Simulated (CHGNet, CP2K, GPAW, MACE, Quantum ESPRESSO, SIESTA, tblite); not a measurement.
## Random packing of B (94 atoms) in SIESTA

How do the settings of SIESTA change the result for random packing of B (94 atoms)? A plane-wave run serves as the yardstick.

Main program and level: SIESTA 5.4.2; the method is named at each step.

### 1. The structure

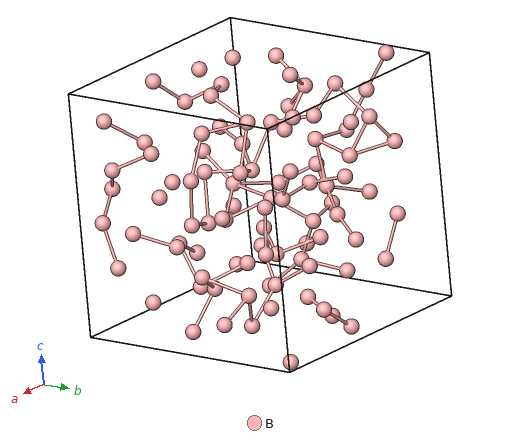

Start, viewed slightly off an axis; boron pink. Bonds to atoms that aren't drawn are left out.

The cell holds 94 atoms: 94 B. Cell: a = 9.301 Å, b = 9.301 Å, c = 9.301 Å, α = 90.0°, β = 90.0°, γ = 90.0°. 94 atoms (94 B) packed at random in a cube at 2.1 g/cm³ and pushed apart as soft spheres; a start for melting by ab initio MD, not an equilibrated structure. Then every atom was moved at random, 0.03 Å r.m.s. a Cartesian component.

The yardstick, on the same geometry:

```
method                 : Kohn-Sham DFT, PBE, SSSP efficiency 1.3.0 pseudopotentials, plane waves (Quantum ESPRESSO 7.5); sssp-pbe-1.3.0-efficiency, cutoffs 45/360 Ry, Γ point
r.m.s. force component : 1.106 eV/Å
longest force          : 4.447 eV/Å
pressure               : -20.27 GPa
time                   : 35 s on 4 MPI ranks of Arm Neoverse V2, shared host
CPU time               : 2.3 min
```

### 2. PBE, DZP, shift 0.01 Ry, mesh 300 Ry

Method: Kohn-Sham DFT, PBE, PseudoDojo 0.4.1 norm-conserving pseudopotentials (converted to PSML), numerical atomic orbitals (DZP), diagonalisation.

The .psml files are PseudoDojo norm-conserving potentials that we converted to this format, checked against plane waves on the same files for H, C, O, Si, Ge and Ca alone.

Contents of input.fdf:

```
SystemLabel cell
NumberOfAtoms 94
NumberOfSpecies 1
%block ChemicalSpeciesLabel
  1 5 B
%endblock ChemicalSpeciesLabel
LatticeConstant 1.0 Ang
%block LatticeVectors
  9.30110 0.00000 0.00000
  0.00000 9.30110 0.00000
  0.00000 0.00000 9.30110
%endblock LatticeVectors
PAO.BasisSize DZP
PAO.EnergyShift 0.01 Ry
XC.Functional GGA
XC.Authors PBE
MeshCutoff 300 Ry
%block kgrid_Monkhorst_Pack
  1 0 0 0.0
  0 1 0 0.0
  0 0 1 0.0
%endblock kgrid_Monkhorst_Pack
SolutionMethod diagon
OccupationFunction FD
ElectronicTemperature 580 K
SCF.Mixer.Method Pulay
SCF.Mixer.Weight 0.05
SCF.Mixer.History 8
SCF.Mix Hamiltonian
MaxSCFIterations 300
SCF.DM.Tolerance 1e-04
SCF.H.Tolerance 1.0e-3 eV
WriteForces T
Write.HirshfeldPop T
Write.VoronoiPop T
Write.DM F
Write.H F
XML.Write F
AtomicCoordinatesFormat Fractional
%block AtomicCoordinatesAndAtomicSpecies
  0.41605 0.36062 0.66431 1
  0.79921 0.00688 0.54809 1
  0.81208 0.00664 0.82895 1
  0.63941 0.62551 0.42768 1
  0.33737 0.18756 0.68464 1
  0.05917 0.68117 0.40164 1
  0.58711 0.98118 0.05644 1
  0.86024 0.44912 0.48043 1
  0.95163 0.89222 0.45353 1
  0.53680 0.50125 0.61363 1
  0.77089 0.21967 0.53379 1
  0.65488 0.92234 0.43603 1
  0.90622 0.85461 0.21329 1
  0.53307 0.74918 0.25454 1
  0.27568 0.05503 0.88213 1
  0.51402 0.77269 0.59476 1
  0.63978 0.82410 0.90906 1
  0.28379 0.79010 0.63663 1
  0.25828 0.60061 0.66885 1
  0.57288 0.12108 0.52118 1
  0.56863 0.59766 0.16684 1
  0.20693 0.42841 0.13384 1
  0.64294 0.13068 0.95824 1
  0.23617 0.48245 0.90789 1
  0.92654 0.66459 0.56040 1
  0.79687 0.48749 0.84336 1
  0.42661 0.93509 0.83908 1
  0.12978 0.87510 0.36124 1
  0.35097 0.75796 0.41079 1
  0.70911 0.57922 0.03894 1
  0.50911 0.95108 0.64358 1
  0.85066 0.26598 0.74546 1
  0.70174 0.58410 0.66528 1
  0.34273 0.01636 0.14407 1
  0.43451 0.53472 0.78323 1
  0.49088 0.05733 0.23368 1
  0.14692 0.05542 0.28125 1
  0.07472 0.60579 0.64957 1
  0.11560 0.88133 0.65552 1
  0.22675 0.85956 0.78868 1
  0.87795 0.47965 0.67221 1
  0.62644 0.40479 0.93393 1
  0.46204 0.78084 0.03219 1
  0.21946 0.69382 0.89825 1
  0.40801 0.32509 0.16647 1
  0.66122 0.36734 0.62606 1
  0.50459 0.48841 0.29221 1
  0.74972 0.88157 0.72982 1
  0.39139 0.60383 0.06240 1
  0.75001 0.04915 0.35364 1
  0.69317 0.39318 0.16027 1
  0.05167 0.26021 0.89712 1
  0.08357 0.42098 0.80775 1
  0.84885 0.46698 0.26611 1
  0.13109 0.28418 0.40404 1
  0.45988 0.31998 0.91634 1
[... 34 atom lines left out ...]
  0.31514 0.20991 0.44728 1
  0.20977 0.50902 0.30323 1
  0.46826 0.28432 0.35791 1
  0.74271 0.76663 0.37262 1
%endblock AtomicCoordinatesAndAtomicSpecies
```

Launch:

```sh
> OMP_NUM_THREADS=1 mpirun -np 2 siesta < input.fdf > output.txt
```

Log:

```text
Version         : 5.4.2
reinit: System Name:
reinit: System Label: cell
initatom: Reading input for the pseudopotentials and atomic orbitals ----------
Species number:   1 Atomic number:    5 Label: B
Ground state valence configuration (from tables):   2s02  2p01  3d00  4f00
---- Processing specs for species: B
GGA--PBE XC_GGA_X_PBE--XC_GGA_C_PBE pb
B pseudopotential only contains V_ls up to l=1 -- lmxkb reset.
Using PAO.SplitTailNorm
%block ChemicalSpeciesLabel
    1    5 B                       # Species index, atomic number, species label
%endblock ChemicalSpeciesLabel
%block PAO.Basis                 # Define Basis set
B                     2                    # Species label, number of l-shells
 n=2   0   2                         # n, l, Nzeta
   5.254      3.670
   1.000      1.000
 n=2   1   2 P   1                   # n, l, Nzeta, Polarization, NzetaPol
   6.393      4.475
   1.000      1.000
%endblock PAO.Basis
coor:   Atomic-coordinates input format  =     Fractional
siesta: System type = bulk
initatomlists: Number of atoms, orbitals, and projectors:     94  1222   752
siesta: ******************** Simulation parameters ****************************
Total number of electrons:   282.000000
Total ionic charge:   282.000000
 Kpoints in:            1 . Kpoints trimmed:            1
siesta: k-grid: Number of k-points = 1
siesta: k-points from Monkhorst-Pack grid
siesta: k-cutoff (effective) =     4.651 Ang
siesta: k-point supercell and displacements
siesta: k-grid:     1     0     0      0.000
siesta: k-grid:     0     1     0      0.000
siesta: k-grid:     0     0     1      0.000
                     ====================================
                        Single-point calculation
                     ====================================
outcell: Unit cell vectors (Ang):
        9.301100    0.000000    0.000000
        0.000000    9.301100    0.000000
        0.000000    0.000000    9.301100
outcell: Cell vector modules (Ang)   :    9.301100    9.301100    9.301100
outcell: Cell angles (23,13,12) (deg):     90.0000     90.0000     90.0000
outcell: Cell volume (Ang**3)        :    804.6425
Gamma-point calculation with multiply-connected orbital pairs
Gamma-point calculation with multiply-connected orbital pairs
Folding of H and S implicitly performed
Folding of H and S implicitly performed
new_DM -- step:     1
Initializing Density Matrix...
Attempting to read DM from file... Failed...
DM filled with atomic data:
InitMesh: MESH = 100 x 100 x 100 = 1000000
InitMesh: Mesh cutoff (required, used) =   300.000   319.472 Ry
stepf: Fermi-Dirac step function
        iscf     Eharris(eV)        E_KS(eV)     FreeEng(eV)     dDmax    Ef(eV) dHmax(eV)
   scf:    1    -7119.737953    -7361.127912    -7361.253847  1.883037 -5.500040  7.161702
   scf:    2    -7378.907614    -7371.316368    -7371.460949  0.034288 -5.485353  5.192187
   scf:    3    -7381.665262    -7377.528205    -7377.696763  0.039052 -5.466235  2.744576
   scf:    4    -7382.670318    -7380.578172    -7380.762219  0.024235 -5.443548  1.260463
   scf:    5    -7382.399284    -7381.587441    -7381.779175  0.012218 -5.423240  0.753987
   scf:    6    -7382.462365    -7382.099670    -7382.296410  0.010953 -5.401462  0.387248
   scf:    7    -7382.340023    -7382.228829    -7382.428555  0.005684 -5.390671  0.281560
   scf:    8    -7382.421498    -7382.342169    -7382.544425  0.007238 -5.374634  0.162015
   scf:    9    -7382.364554    -7382.356059    -7382.560178  0.002956 -5.370421  0.111626
   scf:   10    -7382.371920    -7382.364703    -7382.569451  0.001301 -5.366921  0.087331
   scf:   11    -7382.371407    -7382.368546    -7382.573521  0.000821 -5.364951  0.034246
   scf:   12    -7382.370013    -7382.369307    -7382.574459  0.000295 -5.364410  0.023205
   scf:   13    -7382.371049    -7382.370273    -7382.575689  0.000511 -5.363722  0.015526
   scf:   14    -7382.370884    -7382.370611    -7382.576173  0.000356 -5.363415  0.006335
   scf:   15    -7382.370677    -7382.370649    -7382.576300  0.000162 -5.363327  0.005106
   scf:   16    -7382.370604    -7382.370631    -7382.576381  0.000146 -5.363354  0.003570
   scf:   17    -7382.370620    -7382.370626    -7382.576398  0.000059 -5.363410  0.002802
   scf:   18    -7382.370631    -7382.370630    -7382.576420  0.000138 -5.363617  0.001802
   scf:   19    -7382.370648    -7382.370639    -7382.576424  0.000042 -5.363697  0.000893
SCF Convergence by DM+H criterion
max |DM_out - DM_in|         :     0.0000424945
max |H_out - H_in|      (eV) :     0.0008930446
SCF cycle converged after 19 iterations
Using DM_out to compute the final energy and forces
siesta: E_KS(eV) =            -7382.3706
siesta: E_KS - E_eggbox =     -7382.3706
siesta: Atomic forces (eV/Ang):
     1   -0.716624    0.996092    0.481076
     2    0.093919   -0.424082   -1.348700
     3    1.413287    1.820470    2.004780
     4   -1.362939   -1.125369    1.120499
     5    0.316086   -0.544418   -0.089692
     6    0.463842    0.253766    1.735861
     7    0.463513   -1.475066   -0.031836
     8    1.863987    0.413311   -0.927109
     9    1.141494   -1.150377   -1.347622
    10    0.509458   -1.180928    0.456395
    11   -2.101269    0.082723    0.881614
    12   -1.069290   -1.217588    0.735441
[...]
90   -0.947920    1.353269   -0.985225
    91   -1.068736   -0.137603   -0.500607
    92   -1.388661   -0.629543    1.851657
    93   -0.285769    0.668381   -0.885738
    94   -0.752414   -0.690278   -0.080013
----------------------------------------
   Tot   -0.000519   -0.003251    0.000726
----------------------------------------
   Max    4.402415
   Res    1.166545    sqrt( Sum f_i^2 / 3N )
----------------------------------------
   Max    4.402415    constrained
Stress tensor Voigt[x,y,z,yz,xz,xy] (kbar):      234.41      159.86      158.12      -15.83       -0.38       10.50
(Free)E + p*V (eV/cell)    -7475.0513
Target enthalpy (eV/cell)    -7382.5764
siesta: Program's energy decomposition (eV):
siesta: Ebs     =     -3199.091927
siesta: Eions   =     14676.473571
siesta: Ena     =      5389.818182
siesta: Ekin    =      4609.323982
siesta: Enl     =       269.985680
siesta: DEna    =       -18.856275
siesta: DUscf   =        12.455170
siesta: Ex      =     -2607.773509
siesta: Ec      =      -360.850298
siesta: Exc     =     -2968.623807
siesta: Eharris =     -7382.370648
siesta: Etot    =     -7382.370639
siesta: FreeEng =     -7382.576424
siesta: Final energy (eV):
siesta:  Band Struct. =   -3199.091927
siesta:       Kinetic =    4609.323982
siesta:       Hartree =     645.038418
siesta:         Exch. =   -2607.773509
siesta:         Corr. =    -360.850298
siesta:   Exch.-corr. =   -2968.623807
siesta:  Ion-electron =   -5600.867861
siesta:       Ion-ion =   -4067.241370
siesta:         Total =   -7382.370639
siesta:         Fermi =      -5.363697
siesta: Stress tensor (static) (eV/Ang**3):
siesta:     0.146309    0.006557   -0.000240
siesta:     0.006556    0.099779   -0.009879
siesta:    -0.000239   -0.009879    0.098691
siesta: Cell volume =        804.642451 Ang**3
siesta: Pressure (static):
siesta:                Solid            Molecule  Units
siesta:          -0.00125171         -0.00125784  Ry/Bohr**3
siesta:          -0.11492666         -0.11548913  eV/Ang**3
siesta:        -184.13280500       -185.03398926  kBar
    Orbital volume contribution        =          58.758379 eV
    (Free)E + p_basis*V_orbitals       =       -7323.818045 eV
    (Free)Eharris+ p_basis*V_orbitals  =       -7323.818054 eV
Hirshfeld Atomic Populations:
Atom #   charge [q] valence [e]  Species
     1     0.015275    2.984725  B
     2     0.005068    2.994932  B
     3    -0.001331    3.001331  B
     4     0.048581    2.951419  B
     5    -0.002679    3.002679  B
     6     0.063890    2.936110  B
     7    -0.011095    3.011095  B
     8     0.004003    2.995997  B
     9     0.009044    2.990956  B
    10    -0.051322    3.051322  B
    11     0.042692    2.957308  B
    12    -0.040402    3.040402  B
[...]
--------------------
 Total    -0.000002
Voronoi Atomic Populations:
Atom #   charge [q] valence [e]  Species
[...]
90     0.012848    2.987152  B
    91    -0.045831    3.045831  B
    92    -0.003688    3.003688  B
    93    -0.048985    3.048985  B
    94    -0.034163    3.034163  B
--------------------
 Total    -0.000002
```

The job ended after 4.9 min (2 MPI ranks of Arm Neoverse V2, shared host; peak memory 1.7 GiB).

Banners, paths, timers and routine set-up lines are dropped from the logs unmarked, and long logs keep their key lines alone; longer cuts are marked.

Against the reference:

| Property | Result |
| --- | --- |
| r.m.s. force component | 1.167 eV/Å |
| r.m.s. difference of force components | 162.7 meV/Å |
| longest difference of force vectors | 590.1 meV/Å |
| force difference over r.m.s. force | 14.72 % |
| slope of forces against the reference's | 1.046 |
| correlation of force components | 0.9912 |
| pressure | -18.41 GPa |
| pressure difference | 1.856 GPa |

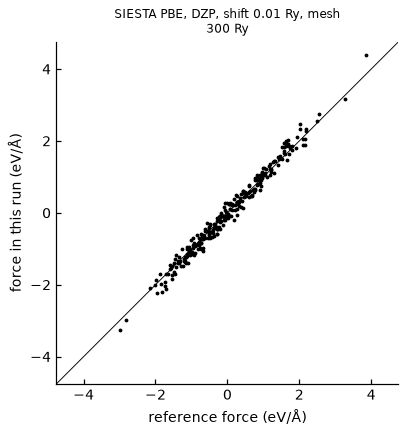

Force components against those of the reference; the line marks equality.

The surroundings of B23, whose charge lies farthest from its element's mean, nearest first, numbered as they follow in the input and with coordinates relative to it.

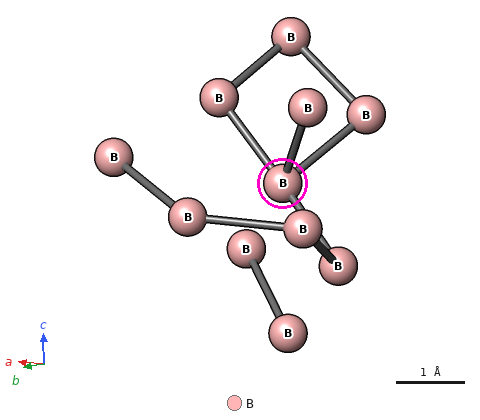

The atoms of the table, within 2.7 Å (arrows a, b, c point along x, y, z); some may hide others; the central atom is ringed.

```csv
atom,x,y,z,distance (Å),Hirshfeld charge (e),Fx,Fy,Fz (eV/Å)
B23,0.00,0.00,0.00,0.00,-0.09,0.24,-1.36,-2.13
B82,-0.92,0.58,1.25,1.66,0.02,-0.10,0.09,2.33
B70,1.14,0.03,1.21,1.67,0.01,0.18,2.34,-1.47
B61,-1.27,0.33,-1.13,1.73,0.00,-1.22,-1.00,-1.83
B7,-0.52,-1.39,0.91,1.74,-0.01,0.46,-1.48,-0.03
B3,1.57,-1.15,-1.20,2.29,0.00,1.41,1.82,2.00
B71,0.27,-0.44,-2.31,2.37,0.03,-1.39,-0.96,0.44
B56,-1.70,1.76,-0.39,2.48,-0.02,-0.05,0.77,1.45
B42,-0.15,2.55,-0.23,2.56,0.01,0.97,1.50,0.31
B87,0.88,-1.41,1.99,2.60,-0.04,2.55,-0.98,1.06
B57,1.53,2.13,0.52,2.67,-0.01,0.47,-0.40,-0.62
```

Forces lie 15 % from the reference's, at 4.2 times its CPU time (on 2 against 4 cores).

### 3. PBE, DZP, shift 0.005 Ry, mesh 300 Ry

Method: Kohn-Sham DFT, PBE, PseudoDojo 0.4.1 norm-conserving pseudopotentials (converted to PSML), numerical atomic orbitals (DZP), diagonalisation.

input.fdf, as its differences from that of step 2:

```diff
@@ -13,3 +13,3 @@
 PAO.BasisSize DZP
-PAO.EnergyShift 0.01 Ry
+PAO.EnergyShift 0.005 Ry
 XC.Functional GGA
```

Log:

```text
Version         : 5.4.2
reinit: System Name:
reinit: System Label: cell
initatom: Reading input for the pseudopotentials and atomic orbitals ----------
Species number:   1 Atomic number:    5 Label: B
Ground state valence configuration (from tables):   2s02  2p01  3d00  4f00
---- Processing specs for species: B
GGA--PBE XC_GGA_X_PBE--XC_GGA_C_PBE pb
[... lines left out ...]
        iscf     Eharris(eV)        E_KS(eV)     FreeEng(eV)     dDmax    Ef(eV) dHmax(eV)
[... lines left out ...]
SCF Convergence by DM+H criterion
[... lines left out ...]
SCF cycle converged after 19 iterations
[... lines left out ...]
   Max    4.431894
[... lines left out ...]
   Max    4.431894    constrained
Stress tensor Voigt[x,y,z,yz,xz,xy] (kbar):      228.04      153.42      151.50      -15.65       -0.49       10.43
[... lines left out ...]
siesta: FreeEng =     -7382.616148
[... lines left out ...]
siesta:         Fermi =      -6.121385
[... lines left out ...]
siesta:     0.006510    0.095760   -0.009770
siesta:    -0.000308   -0.009770    0.094558
siesta: Cell volume =        804.642451 Ang**3
siesta: Pressure (static):
siesta:                Solid            Molecule  Units
siesta:          -0.00120768         -0.00121203  Ry/Bohr**3
siesta:          -0.11088387         -0.11128375  eV/Ang**3
siesta:        -177.65553815       -178.29623087  kBar
    Orbital volume contribution        =          77.170981 eV
    (Free)E + p_basis*V_orbitals       =       -7305.445168 eV
    (Free)Eharris+ p_basis*V_orbitals  =       -7305.445175 eV
Hirshfeld Atomic Populations:
Atom #   charge [q] valence [e]  Species
     1     0.014802    2.985198  B
     2    -0.003218    3.003218  B
     3    -0.003358    3.003358  B
[...]
--------------------
 Total     0.000008
Voronoi Atomic Populations:
Atom #   charge [q] valence [e]  Species
[...]
93    -0.052550    3.052550  B
    94    -0.033900    3.033900  B
--------------------
 Total     0.000008
```

Wall time 8.1 min (2 MPI ranks); peak memory 2 GiB.

Compared with the plane-wave run:

```
r.m.s. force component                  : 1.156 eV/Å
r.m.s. difference of force components   : 179.6 meV/Å
longest difference of force vectors     : 617.5 meV/Å
force difference over r.m.s. force      : 16.24 %
slope of forces against the reference's : 1.034
correlation of force components         : 0.9884
pressure                                : -17.77 GPa
pressure difference                     : 2.503 GPa
```

Against the first run (15 %), the force difference from the reference is 16 %, at 1.6 times the CPU time.

### 4. PBE, DZP, shift 0.01 Ry, mesh 100 Ry

Method: Kohn-Sham DFT, PBE, PseudoDojo 0.4.1 norm-conserving pseudopotentials (converted to PSML), numerical atomic orbitals (DZP), diagonalisation.

input.fdf, as its differences from that of step 3:

```diff
@@ -13,6 +13,6 @@
 PAO.BasisSize DZP
-PAO.EnergyShift 0.005 Ry
+PAO.EnergyShift 0.01 Ry
 XC.Functional GGA
 XC.Authors PBE
-MeshCutoff 300 Ry
+MeshCutoff 100 Ry
 %block kgrid_Monkhorst_Pack
```

Log:

```text
Version         : 5.4.2
reinit: System Name:
reinit: System Label: cell
initatom: Reading input for the pseudopotentials and atomic orbitals ----------
Species number:   1 Atomic number:    5 Label: B
Ground state valence configuration (from tables):   2s02  2p01  3d00  4f00
---- Processing specs for species: B
GGA--PBE XC_GGA_X_PBE--XC_GGA_C_PBE pb
B pseudopotential only contains V_ls up to l=1 -- lmxkb reset.
Using PAO.SplitTailNorm
%block ChemicalSpeciesLabel
    1    5 B                       # Species index, atomic number, species label
[... lines left out ...]
stepf: Fermi-Dirac step function
        iscf     Eharris(eV)        E_KS(eV)     FreeEng(eV)     dDmax    Ef(eV) dHmax(eV)
[... lines left out ...]
SCF Convergence by DM+H criterion
[... lines left out ...]
SCF cycle converged after 19 iterations
[... lines left out ...]
   Max    4.399284
[... lines left out ...]
   Max    4.399284    constrained
Stress tensor Voigt[x,y,z,yz,xz,xy] (kbar):      234.61      159.90      158.17      -15.82       -0.40       10.49
[... lines left out ...]
siesta: FreeEng =     -7382.542295
[... lines left out ...]
siesta:       Kinetic =    4609.313707
siesta:       Hartree =     645.049903
siesta:         Exch. =   -2607.700231
siesta:         Corr. =    -360.894231
siesta:   Exch.-corr. =   -2968.594462
siesta:  Ion-electron =   -5600.865301
siesta:       Ion-ion =   -4067.240373
siesta:         Total =   -7382.336526
siesta:         Fermi =      -5.363782
siesta: Stress tensor (static) (eV/Ang**3):
siesta:     0.146432    0.006547   -0.000250
siesta:     0.006547    0.099799   -0.009875
siesta:    -0.000250   -0.009875    0.098723
siesta: Cell volume =        804.642451 Ang**3
siesta: Pressure (static):
siesta:                Solid            Molecule  Units
siesta:          -0.00125234         -0.00125838  Ry/Bohr**3
siesta:          -0.11498492         -0.11553881  eV/Ang**3
siesta:        -184.22615653       -185.11358837  kBar
    Orbital volume contribution        =          58.758379 eV
    (Free)E + p_basis*V_orbitals       =       -7323.783916 eV
    (Free)Eharris+ p_basis*V_orbitals  =       -7323.783925 eV
Hirshfeld Atomic Populations:
Atom #   charge [q] valence [e]  Species
     1     0.015285    2.984715  B
     2     0.005063    2.994937  B
     3    -0.001315    3.001315  B
[...]
--------------------
 Total     0.000005
Voronoi Atomic Populations:
Atom #   charge [q] valence [e]  Species
[...]
93    -0.049484    3.049484  B
    94    -0.033914    3.033914  B
--------------------
 Total    -0.000002
```

The job ended after 86 s (2 MPI ranks; peak memory 0.9 GiB).

Numbers from this run, and their distance from the reference:

| Item | Value |
| --- | --- |
| r.m.s. force component | 1.166 eV/Å |
| r.m.s. difference of force components | 162.5 meV/Å |
| longest difference of force vectors | 587.2 meV/Å |
| force difference over r.m.s. force | 14.7 % |
| slope of forces against the reference's | 1.046 |
| correlation of force components | 0.9912 |
| pressure | -18.42 GPa |
| pressure difference | 1.846 GPa |
| energy less the same-level run's | 0.3631 meV/atom |
| r.m.s. force difference from the same-level run | 1.395 meV/Å |

This is a coarse setting, run to see what it loses.

Against the first run (15 %), the force difference from the reference is 15 %, at 0.29 times the CPU time: the change moves forces by 1.4 meV/Å r.m.s., so most of the difference comes from elsewhere.

(Part 1 of 2 ends here.)

[Also dropped from logs without a mark: logging warnings of Python, and SIESTA's first energy breakdown and zero terms.]

[Logs are printed without paths, hosts, clocks, repeated set-up lines and the standing remarks that a program may print on its own settings, such as how far it seeks lower states.]

[Hosts, paths, dates, database ids (printed as entryN), source tags and the programs' standing remarks are cut or masked in the printed files.]
